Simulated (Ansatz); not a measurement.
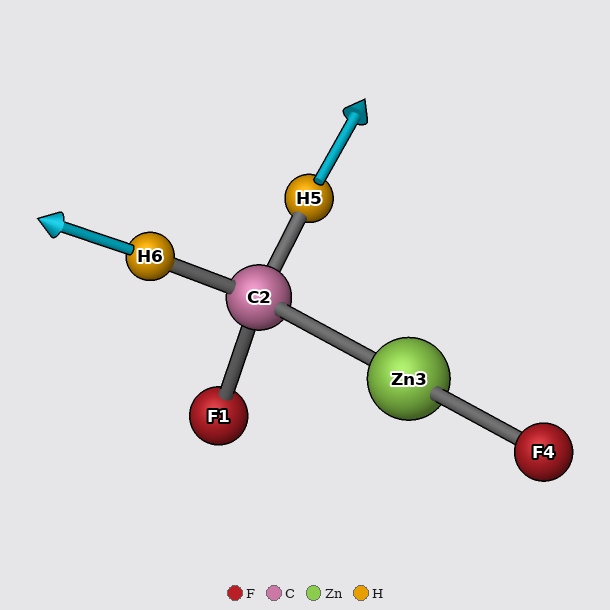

The arrows show one normal mode. Harmonic vibrations computed with RKS PBE0-D4/def2-TZVP (Ansatz 0.2.0) at a stationary point of the same level.

**What kind of motion is it?**

Mostly in-phase stretching of 2 C–H bonds.

**Estimate its harmonic wavenumber.**

3052 cm⁻¹; it is mode 11 of 12 counted from the lowest.
